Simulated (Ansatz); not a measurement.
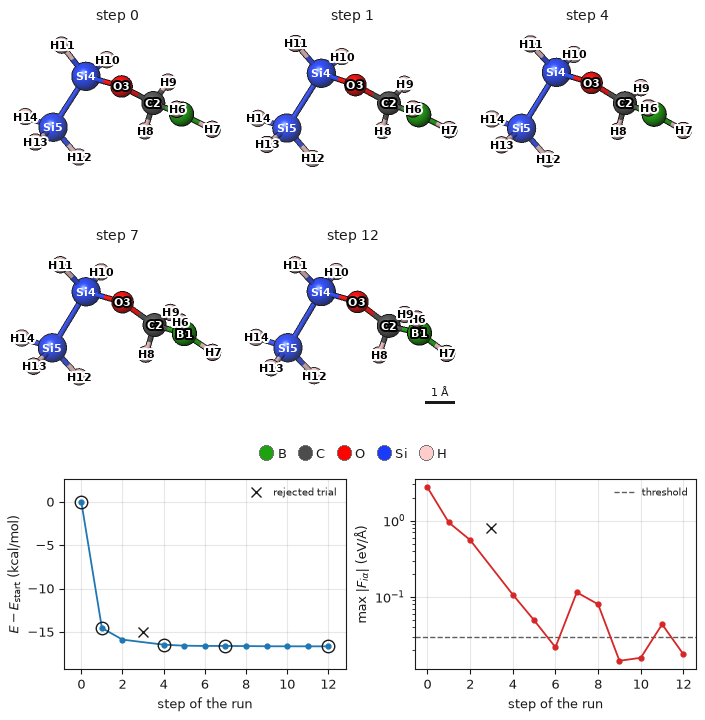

Frames of a relaxation of CH9BOSi2 (coarse preliminary run), marked on the history of the run. Style: ball-and-stick. Shown at a tilt.

The start comes from a force field.

Method: RKS PBE-D4/def2-SVP in Ansatz.

Input
```yaml
crystal:
  periodic: [false, false, false]
  atoms:
    - {symbol: B, position_ang: [-1.469600, 1.967200, 1.195400]}
    - {symbol: C, position_ang: [-1.114800, 0.731500, 0.333700]}
    - {symbol: O, position_ang: [-0.268900, -0.058800, 1.083300]}
    - {symbol: Si, position_ang: [0.308400, -1.426300, 0.153100]}
    - {symbol: Si, position_ang: [1.913000, -0.887300, -1.229400]}
    - {symbol: H, position_ang: [-1.091000, 2.186800, 2.272700]}
    - {symbol: H, position_ang: [-2.226400, 2.816200, 0.727200]}
    - {symbol: H, position_ang: [-0.583400, 1.114800, -0.604000]}
    - {symbol: H, position_ang: [-2.043600, 0.199800, 0.135300]}
    - {symbol: H, position_ang: [-0.897700, -1.945500, -0.607200]}
    - {symbol: H, position_ang: [0.685200, -2.500600, 1.081600]}
    - {symbol: H, position_ang: [1.479500, 0.182300, -2.115300]}
    - {symbol: H, position_ang: [2.996100, -0.359500, -0.432700]}
    - {symbol: H, position_ang: [2.300300, -2.049800, -1.964900]}
basis:
  gaussian: {orbitals: def2-SVP}
hamiltonian: {xc: pbe, dispersion: d4}
relax: {f_tol: 0.03, max_steps: 200}
```

Launched with:
```bash
ansatz run in.yaml --threads 4 --pin off --events-out ev --progress --plain --max-ram 10444MiB
```

> Describe the path.

H9 moves most after the best rigid fit: 0.46 Å. By element the largest moves are H 0.46 Å, O 0.20 Å, Si 0.16 Å, C 0.14 Å, B 0.13 Å. Some distances before and after: Si4–Si5 2.186 → 2.364 Å, Si5–H14 1.429 → 1.508 Å, O3–Si4 1.752 → 1.688 Å, Si5–H13 1.444 → 1.507 Å. Bond angles that change, for instance: H8–C2–H9 114.2° → 102.4°, C2–O3–Si4 111.2° → 122.4°, B1–C2–O3 107.2° → 115.9°. The energy falls by 16.7 kcal/mol in 11 accepted moves (12 points after the start). The largest force component goes from 2.7 to 0.018 eV/Å. The line search rejected the trial step at point 3 of the run. The forces were under the threshold at step 6, but the run went on from there. From step 0 to 1: H13 moves most (0.15 Å), energy −14.6 kcal/mol. From step 1 to 4: H9 moves most (0.15 Å), energy −1.92 kcal/mol. From step 4 to 7: H6 moves most (0.22 Å), energy −0.15 kcal/mol. From step 7 to 12: H6 moves most (0.12 Å), energy −0.05 kcal/mol.

```csv
step,"E − E(0), kcal/mol","largest force component, eV/Å",note
0,0.00,2.7130,
1,-14.55,0.9433,
2,-15.89,0.5569,
3,-15.01,0.7910,rejected
4,-16.47,0.1075,
5,-16.59,0.0496,
6,-16.62,0.0220,
7,-16.62,0.1150,
8,-16.63,0.0803,
9,-16.65,0.0146,
10,-16.66,0.0160,
11,-16.66,0.0440,
12,-16.66,0.0178,
```
